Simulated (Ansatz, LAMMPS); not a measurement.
# Forces and charges in ionic liquid ethylpyridinium Br- with water at 450 K (195 atoms), part 2 of 3

What does DFT give for ionic liquid ethylpyridinium Br- with water at 450 K (195 atoms) as built?

Ansatz 0.2.0; Kohn-Sham DFT, PBE+D3(BJ), PAW (set soft_2), plane waves.

The cell: 63 C, 9 N, 106 H, 8 O and 9 Br. The network of contacts between molecules at the start is that of the classical potential that made the cell. The density was typed from a rule of thumb and may lie off the real one at this temperature. Only the Γ point is sampled, in a cell whose shortest periodic width is 13 Å.

So far: Set-up; Making the structure.

**3. Plane-wave single point**

One self-consistent run at the given positions yields energy and forces.

input.yaml reads:

```yaml
crystal:
  lattice:
    - [13.37051, 0.0, 0.0]
    - [0.0, 13.37051, 0.0]
    - [0.0, 0.0, 13.37051]
  atoms:
    - { symbol: C, position: [0.75252, 0.1699, 0.12435] }
    - { symbol: C, position: [0.71132, 0.06665, 0.12028] }
    - { symbol: "N", position: [0.79454, 0.98989, 0.10491] }
    - { symbol: C, position: [0.86475, 0.9745, 0.18282] }
    - { symbol: C, position: [0.94307, 0.9043, 0.17508] }
    - { symbol: C, position: [0.94223, 0.84173, 0.09157] }
    - { symbol: C, position: [0.85849, 0.84718, 0.02718] }
    - { symbol: C, position: [0.79147, 0.92464, 0.02958] }
    - { symbol: H, position: [0.77251, 0.19111, 0.1979] }
    - { symbol: H, position: [0.6922, 0.21656, 0.09935] }
    - { symbol: H, position: [0.81433, 0.17478, 0.07147] }
    - { symbol: H, position: [0.68055, 0.05548, 0.19944] }
    - { symbol: H, position: [0.65651, 0.04982, 0.05817] }
    - { symbol: H, position: [0.86188, 0.02847, 0.24635] }
    - { symbol: H, position: [0.00446, 0.90502, 0.23116] }
    - { symbol: H, position: [0.00058, 0.7861, 0.0819] }
    - { symbol: H, position: [0.86183, 0.80197, 0.95857] }
    - { symbol: H, position: [0.74709, 0.9337, 0.96522] }
    - { symbol: C, position: [0.01256, 0.09745, 0.4327] }
    - { symbol: C, position: [0.07691, 0.18876, 0.46378] }
    - { symbol: "N", position: [0.01009, 0.26007, 0.5111] }
    - { symbol: C, position: [0.95803, 0.32883, 0.45572] }
    - { symbol: C, position: [0.88805, 0.3889, 0.50642] }
    - { symbol: C, position: [0.85552, 0.3596, 0.60795] }
    - { symbol: C, position: [0.91192, 0.29229, 0.66067] }
    - { symbol: C, position: [0.9855, 0.24346, 0.61026] }
    - { symbol: H, position: [0.06297, 0.03965, 0.40675] }
    - { symbol: H, position: [0.96016, 0.11837, 0.37402] }
    - { symbol: H, position: [0.96362, 0.06585, 0.49139] }
    - { symbol: H, position: [0.13133, 0.16526, 0.52318] }
    - { symbol: H, position: [0.10876, 0.22571, 0.40416] }
    - { symbol: H, position: [0.97731, 0.34241, 0.3796] }
    [... 157 atom lines left out ...]
    - { symbol: Br, position: [0.29762, 0.2941, 0.63454] }
    - { symbol: Br, position: [0.17928, 0.66096, 0.97725] }
    - { symbol: Br, position: [0.19315, 0.89719, 0.59202] }
    - { symbol: Br, position: [0.81742, 0.60417, 0.88194] }
    - { symbol: Br, position: [0.6198, 0.82119, 0.37646] }
    - { symbol: Br, position: [0.29018, 0.3824, 0.24031] }
kpoints:
  mp_grid: { grid: [1, 1, 1] }
hamiltonian:
  xc: pbe
  dispersion: d3bj
scf:
  occupations: { method: fermi_dirac, width: 0.05 }
output:
  forces: true
  stress: true
  populations: intrinsic
  dos:
    method: { smearing: { sigma: 0.15 } }
    de: 0.1
    projected: { site_lists: { Br: [Br], C: [C], H: [H], "N": ["N"], O: [O] } }
  eigenvalues: true
  write_density: true
  write_potential: true
  volumetric_format: npy
```

Command:

```sh
$ ansatz run input.yaml --threads 8 --pin off --max-ram 15872MiB --backend cpu --events-out ev --progress --plain --runs-dir out
```

Numbers of over 12 decimals in the logs are rounded to 6 here.

Log:

```text
Engine: ansatz 0.2.0, x86_64-unknown-linux-gnu
Pseudopotentials: kind: paw
Pseudopotential: C, paw, valence charge 4, recommended cutoff 420 eV (normal), C.paw.azcp
Pseudopotential: N, paw, valence charge 5, recommended cutoff 420 eV (normal), N.paw.azcp
Pseudopotential: H, paw, valence charge 1, recommended cutoff 420 eV (normal), H.paw.azcp
Pseudopotential: O, paw, valence charge 6, recommended cutoff 420 eV (normal), O.paw.azcp
Pseudopotential: Br, paw, valence charge 7, recommended cutoff 420 eV (normal), Br.paw.azcp
Functional definition: PBE
  parameter kappa = 0.804
  parameter beta = 0.066725
  exchange = pbe_x(kappa = kappa, mu = beta*pi^2/3)
  correlation = pbe_c(beta = beta)
Crystal: 195 atoms, lattice volume = 2390.253 Å³
Basis set: ecut = 420 eV, 46753 PW (Γ), exchange–correlation on 180×180×180 points (8 copies of the dense FFT grid, shifted against one another)
Bands: 452, of which v1, the nominal top of the filled ones, is band 257 counted from 1 (256 counted from 0)
Symmetry: 1 space group operations
Space group: P1 (ITA 1), of the structure as read, at distance tolerance 1.3e-4 Å
k-points: 1
Non-local potential: C, projectors of the file, l = 0: 2, l = 1: 2, l = 2: 1
Non-local potential: N, projectors of the file, l = 0: 2, l = 1: 2, l = 2: 1
Non-local potential: H, projectors of the file, l = 0: 2, l = 1: 1
Non-local potential: O, projectors of the file, l = 0: 2, l = 1: 2, l = 2: 1
Non-local potential: Br, projectors of the file, l = 0: 2, l = 1: 2, l = 2: 2
PAW form: soft (Blöchl's): semilocal exchange-correlation on the pseudo side does not see the compensation charge
PAW one-centre angular grid: C, 110 points (default); XC on 64 Gauss nodes
PAW one-centre angular grid: N, 110 points (default); XC on 64 Gauss nodes
PAW one-centre angular grid: H, 110 points (default); XC on 64 Gauss nodes
PAW one-centre angular grid: O, 110 points (default); XC on 64 Gauss nodes
PAW one-centre angular grid: Br, 110 points (default); XC on 64 Gauss nodes
Initial density: superposition of atomic densities (neutral atoms: chi_scale 0, normalization atom), corrected by the library's trained network
Initial wavefunctions: pseudopotential atomic-orbital guess
Functional: x = pbe(κ = 0.804, μ = 0.219515), c = pbe(β = 0.066725)
SCF iter   1: F=—  HF=-50559.343078 eV  |F-HF|=—  |Δ(HF+E_count)|=         —  Δρ=5.82e-3  dr2=2.47e0  ethr=1.77e-3  ⟨swp⟩=6.0  Hψ=2143  notcnv=0  defer=97
preconditioner: auto → Resta (q_TF=auto, 2.112 Å⁻¹)  ε∞=2.3  [insulator: Δε(μ)=2.125 eV  Ē_g=14.486 eV  σ=0.050 eV  W_gap=1.00  n_scr=388 (ndim 8)  ℏωp=16.8 eV  f_vac=0.209  D(μ)=0.00/eV (n_scr^D=0)  ε∞_Penn≈2.3]
SCF iter   2: F=—  HF=-50558.595471 eV  |F-HF|=—  |Δ(HF+E_count)|=   7.48e-1  Δρ=2.87e-3  dr2=4.28e-1  ethr=4.80e-4  ⟨swp⟩=2.0  Hψ=541  notcnv=0  defer=183
SCF iter   3: F=—  HF=-50558.454074 eV  |F-HF|=—  |Δ(HF+E_count)|=   1.41e-1  Δρ=1.38e-3  dr2=8.69e-2  ethr=8.33e-5  ⟨swp⟩=2.0  Hψ=461  notcnv=0  defer=184
SCF iter   4: F=—  HF=-50558.432645 eV  |F-HF|=—  |Δ(HF+E_count)|=   2.14e-2  Δρ=6.23e-4  dr2=1.53e-2  ethr=1.69e-5  ⟨swp⟩=2.0  Hψ=764  notcnv=0  defer=177
SCF iter   5: F=—  HF=-50558.430773 eV  |F-HF|=—  |Δ(HF+E_count)|=   1.87e-3  Δρ=2.26e-4  dr2=1.41e-3  ethr=2.98e-6  ⟨swp⟩=2.0  Hψ=532  notcnv=0  defer=177
SCF iter   6: F=—  HF=-50558.431083 eV  |F-HF|=—  |Δ(HF+E_count)|=   3.10e-4  Δρ=1.17e-4  dr2=3.81e-4  ethr=2.75e-7  ⟨swp⟩=2.0  Hψ=533  notcnv=0  defer=177
SCF iter   7: F=—  HF=-50558.431118 eV  |F-HF|=—  |Δ(HF+E_count)|=   3.51e-5  Δρ=3.10e-5  dr2=2.62e-5  ethr=7.41e-8  ⟨swp⟩=2.0  Hψ=533  notcnv=0  defer=177
SCF iter   8: F=—  HF=-50558.431320 eV  |F-HF|=—  |Δ(HF+E_count)|=   2.02e-4  Δρ=1.30e-5  dr2=4.45e-6  ethr=5.09e-9  ⟨swp⟩=2.0  Hψ=533  notcnv=0  defer=177
SCF iter   9: F=—  HF=-50558.431322 eV  |F-HF|=—  |Δ(HF+E_count)|=   1.90e-6  Δρ=4.72e-6  dr2=5.65e-7  ethr=8.66e-10  ⟨swp⟩=2.0  Hψ=533  notcnv=0  defer=177
SCF iter  10: F=-50558.431323 eV  HF=-50558.431323 eV  |F-HF|=2.42e-8  |Δ(HF+E_count)|=   3.06e-7  Δρ=1.69e-6  dr2=8.21e-8  ethr=1.95e-11  ⟨swp⟩=22.0  Hψ=4446  notcnv=0
SCF 1 converged in 10 iterations: F = -50558.431323 eV  dr2 = 8.21e-8
  greatest PAW one-centre occupation: 0.914 electrons in one spin orbital (limit 2), on the Br atom at site 186 (counted from 0), in its partial waves of l = 0
SCF converged after 10 iterations
Free energy (F): -50558.431323 eV
Harris-Foulkes:  -50558.431323 eV  (|F-HF|=2.42e-8)
Internal energy: -50558.430625 eV  (E = F + TS)
E sigma→0 (E₀):  -50558.430974 eV
Entropy (-TS):   -0.000698 eV (-0.004 meV/atom)
Fermi energy:    0.546109 eV
--- Per-component energies (eV) ---
  E_band       = -4066.893892
  E_kinetic    = 10949.060491
  E_local      = -34289.838404  (includes V_loc(G=0)·N_el)
  E_nonlocal   = 3338.682924
  E_hartree    = 12154.719692
  E_xc         = -7456.161373
  E_vxc        = -7298.069251  (∫ρ·V_xc dr)
  E_paw        = -28958.020587  (= ΣΔE_a)
  E_vpaw       = -1076.051575  (= ΣTr[D̂ρ^β])
  E_aug_tail   = -0.120767  (compensation charges beyond the density's cutoff)
  E_ewald      = -6285.798838
  E_disp       = -10.953762  (pairwise vdW)
  E_smearing   = -0.000698  (= −TS)
  E_closure    = 0.000000  (closes the sum)
  Σ components = -50558.431323   (vs F -50558.431323, Δ=0.00e0)
--- Forces (eV/Å), atoms counted from 1 ---
  atom   1  C      0.13428982    -0.37830354    -1.58460583
  atom   2  C     -0.10717199    -1.31482017     0.89315900
  atom   3  N      0.14474221    -0.23037054     2.85376596
  atom   4  C     -0.06942679     0.74209774    -0.80617008
  atom   5  C     -0.63305521     1.17680162     0.05406237
  atom   6  C     -1.15284290    -0.17486619     0.29031501
  atom   7  C      2.42302210    -0.60207474    -0.93932679
  atom   8  C      0.96045141    -0.47369871     0.66049718
  atom   9  H      0.51057225     0.47003278     1.06745775
  atom  10  H     -0.25304919     0.82331368    -0.15083857
  atom  11  H      0.15203724     0.50681293    -0.09130615
  atom  12  H     -0.03645476    -0.75351844    -1.63161574
  atom  13  H      0.63257309     0.39796562     1.01309305
  atom  14  H     -0.23044090    -0.53986441    -0.74066537
[...]
atom 194  Br     0.03415563    -0.05846848     0.28626959
  atom 195  Br     0.17824103    -0.09262395    -0.16985895
  max |Σ_I F_I| component: 2.02e-4 eV/Å
--- Stress (GPa, compression-positive) ---
        0.213844       0.492439      -1.058661
        0.492439       0.999842       0.055869
       -1.058659       0.055868      -0.416831
  P = ⅓ Tr σ = 0.2656 GPa (2.656 kbar)
--- Band table (eV) ---
  k-point 0: bands = ["-21.5784", "-21.5684", "-21.5028", "-21.4040", [... 436 levels ...], "10.0962", "10.1310", "10.1694", "10.1729", "10.2266", "10.2476", "10.2703", "10.3173", "10.3210", "10.3519", "10.3655", "10.3822"]
--- intrinsic populations: 195 sites ---
  site symbol       q [e]
     0      C      4.5367
     1      C      4.1847
     2      N      4.9569
[...]
194     Br      7.6556
  spilling = 0.000000 (of n_electrons = 514.000000)
```

It took 17 s on 8 threads of Intel Xeon Platinum 8488C (Sapphire Rapids), shared host; peak memory 3.3 GiB; 2 min of CPU time.

Numbers from this run:

| Quantity | Value |
| --- | --- |
| free energy | -50558.4313 eV |
| free energy per atom | -259.2740 eV/atom |
| SCF cycles | 10 |
| pressure | 0.2656 GPa |
| r.m.s. force component | 0.9737 eV/Å |
| longest force | 4.673 eV/Å |
| Fermi energy | 0.5461 eV |
| gap (highest filled to lowest empty level) | 0.8103 eV |

Neighbours are counted within 1.34 Å (H-C), 1.21 Å (H-O), 1.85 Å (C-C), 1.79 Å (C-N).

Length of the force by element and coordination:

```
element  coordination  atoms  mean length of the force (eV/Å)  spread  least   most
     Br           all      9                            0.299   0.143  0.153  0.629
      C           all     63                             2.04   0.943  0.321   4.67
      C             3     45                             2.00   0.945  0.635   4.67
      C             4     18                             2.13   0.934  0.321   4.55
      H           all    106                             1.17   0.581  0.167   3.52
      N           all      9                             2.35   0.758   1.11   3.63
      O           all      8                            0.422  0.0968  0.273  0.545
```

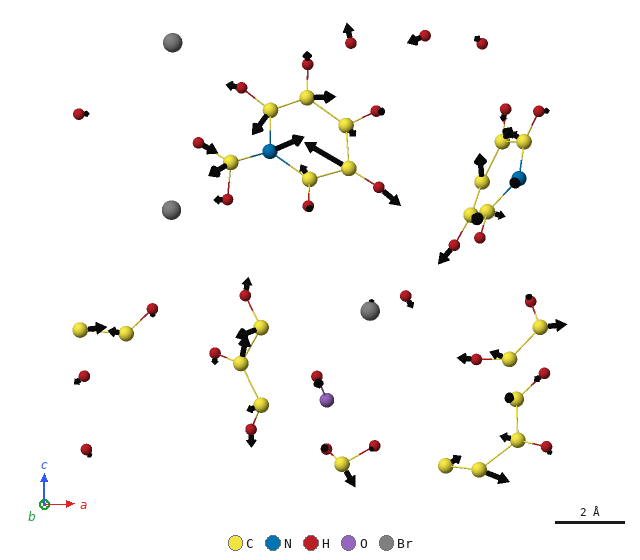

Forces as arrows; the longest in the cell is 4.67 eV/Å. Drawn is a slice 4 Å thick, seen along the normal of the ac plane. Bonds to atoms that aren't drawn are left out.

Intrinsic-atomic-orbital charges by element and coordination:

```
element  coordination  atoms  mean charge (e)  spread   least    most
     Br           all      9           -0.779  0.0566  -0.847  -0.656
      C           all     63           -0.181   0.158  -0.563  -0.009
      C             3     45           -0.102  0.0578  -0.201  -0.009
      C             4     18           -0.376   0.161  -0.563  -0.185
      H           all    106            0.230  0.0581   0.165    0.38
      N           all      9           0.0593  0.0076  0.0431  0.0716
      O           all      8           -0.817  0.0239  -0.844  -0.773
```

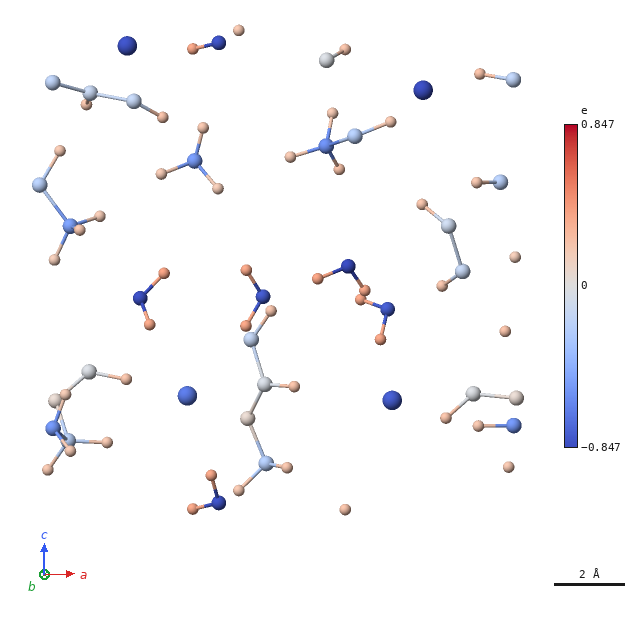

Atoms coloured by intrinsic-atomic-orbital charge. Drawn is a slice 4 Å thick, seen along the normal of the ac plane. Bonds to atoms that aren't drawn are left out.

Density of states as counts of states in windows of 1 eV (from the Fermi level), total and the larger projections:

```
from (eV)  to (eV)  total   C p   H s  Br p  O p  N p   C s
      -14      -13    8.4   2.2   0.9   0.0  0.0  0.9   2.1
      -13      -12   47.3  11.3   4.8   0.0  0.0  4.4  10.3
      -12      -11   16.4   5.8   3.5   0.0  0.0  1.8   4.6
      -11      -10    1.2   0.7   0.3   0.0  0.0  0.0   0.1
      -10       -9   24.8  15.1   5.0   0.0  0.0  1.7   2.4
       -9       -8   38.4  18.2   7.9   0.0  3.9  4.4   2.9
       -8       -7   56.4  27.2  12.5   0.1  6.8  6.5   1.9
       -7       -6   23.1  15.7   5.7   0.0  0.1  1.0   0.2
       -6       -5   51.6  36.1  12.4   0.1  0.4  1.4   0.4
       -5       -4   45.6  23.3  12.3   0.3  6.2  1.9   0.2
       -4       -3   40.7  26.4   2.8   0.3  6.8  3.2   0.1
       -3       -2   11.6   2.7   0.1   0.3  8.3  0.0   0.0
       -2       -1   18.7   0.3   0.2  11.0  6.9  0.0   0.1
       -1        0   41.9   0.6   0.4  39.6  0.7  0.1   0.2
        0        1    7.5   5.4   0.1   0.1  0.0  1.6   0.1
        1        2   21.2  17.5   0.3   0.2  0.0  2.4   0.1
        2        3    7.4   6.8   0.1   0.0  0.0  0.0   0.1
        3        4    7.2   0.8   3.3   0.1  0.1  0.0   0.9
        4        5   38.4   7.6  12.7   0.4  0.3  0.4   3.6
```

Between -23 and -14 eV lie 88 more states.

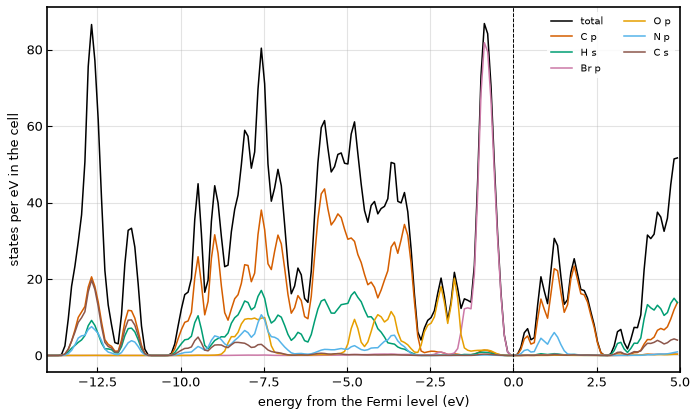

Total and projected density of states, with the broadening of the input.

The levels nearest the highest filled one (over half full), pooled over k-points and spins:

```
level less the highest filled one (eV)  occupation
                                -0.236           2
                                -0.221           2
                                -0.172           2
                                -0.126           2
                               -0.0509           2
                                     0           2
                                 0.810       0.001
                                  1.22           0
                                  1.24           0
                                  1.30           0
                                  1.57           0
                                  1.60           0
```

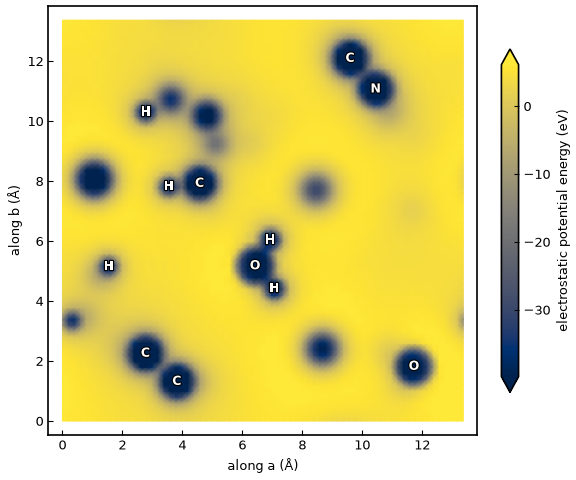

Electrostatic potential energy in the ab plane at fractional z = 0.183, with atoms of C and H and N and O within 0.2 Å of it. With pseudopotentials it is smooth inside the atoms' cores, unlike the true potential. The map starts off the cell's origin, so that atoms lie inside it.

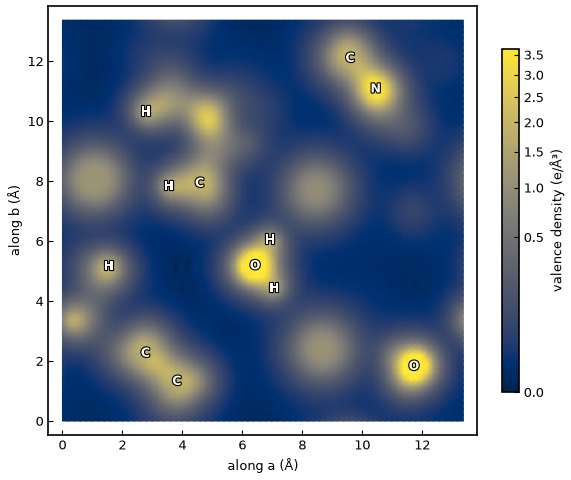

Valence density in the ab plane at fractional z = 0.183, with atoms of C and H and N and O within 0.2 Å of it. It is the smooth field of the valence electrons, not physical close to the nuclei. The map starts off the cell's origin, so that atoms lie inside it. The colour scale is stretched toward low values.

Mean intrinsic-atomic-orbital charges: Br -0.78, C -0.18, H +0.23, N +0.06, O -0.82 e. The largest share in the top eV of filled states is Br p (95 % of the projected weight), and in the lowest eV of empty states C p (75 % of the projected weight).

(Continued in part 3 of 3.)

[Logs are printed without paths, hosts, clocks, repeated set-up lines and the standing remarks that a program may print on its own settings, such as how far it seeks lower states.]

[Hosts, paths, dates, database ids (printed as entryN), source tags and the programs' standing remarks are cut or masked in the printed files.]
